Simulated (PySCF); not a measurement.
**C$_{5}$H$_{9}$AlO (SMILES C#[C][AlH][O]CCC): density, localisation and related maps**

```xyz
16

C     4.4166   -0.9537    1.4029
C     3.4152   -0.4087    0.9955
Al    1.8003    0.4853    0.3798
O     0.4738   -0.3322   -0.1425
C    -0.7540   -0.8734   -0.5274
C    -1.8509    0.1931   -0.5476
C    -2.0876    0.7845    0.8359
H     5.2909   -1.4289    1.7550
H     1.7032    2.0067    0.3424
H    -1.0261   -1.6707    0.1751
H    -0.6498   -1.3131   -1.5274
H    -1.5466    0.9850   -1.2351
H    -2.7679   -0.2630   -0.9250
H    -2.4155    0.0139    1.5306
H    -1.1633    1.2219    1.2150
H    -2.8459    1.5622    0.7964
```

Geometry: GFN2-xTB.

These are results of PySCF 2.14.0, PBE0/pcSseg-1, SCF density, gas phase, non-relativistic, not measurements.

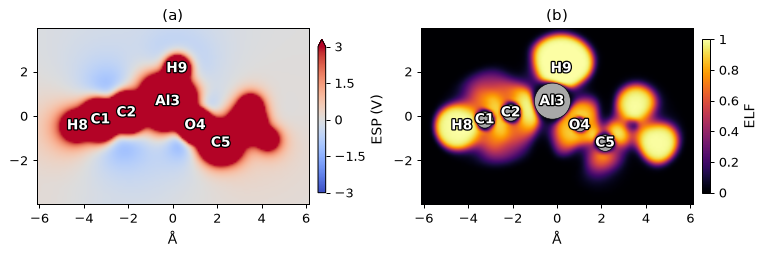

Figure 1. (a) electrostatic potential; (b) ELF on the plane of atoms C2, Al3 and O4. Grey discs cover the atomic cores in the ELF map.

Q: What do the fields say about this system?

A:
- The section cuts through C, Al, O and H sites.
- C–C (1.21 Å): the ELF peaks at about 0.85 between the atoms; a short, multiple covalent bond.
- C–O (1.40 Å): the ELF peaks at about 0.90 between the atoms (a shared but strongly polarised pair).
- Al–O (1.64 Å): the ELF peaks at about 0.80 in the valence shell of O, 0.6 Å from its nucleus, and is about 0.30 at the midpoint.
- C–Al (1.95 Å): the ELF peaks at about 0.95 between the atoms (a shared but strongly polarised pair).
- C–H (1.06 Å): the ELF climbs to about 1 towards the hydrogen, as it does in any bond to H: a covalent bond by its length.
- The ELF also peaks beside O4, away from the bonds: lone-pair regions.
- Outside the dense part of the molecule the potential is most negative (−1.1 V) near C2.

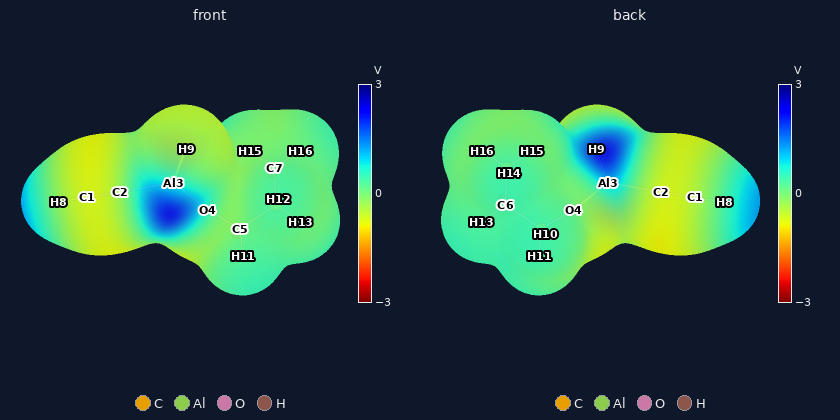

Figure 2. The molecular electrostatic potential painted on the density surface at 0.001 e/bohr³, seen from the front and from behind; red is negative and blue positive.

Q: Where is the surface potential most negative and most positive?

A: The most negative region (about −0.9 V) lies over C1 and C2, the most positive (about +2.1 V) over Al3.
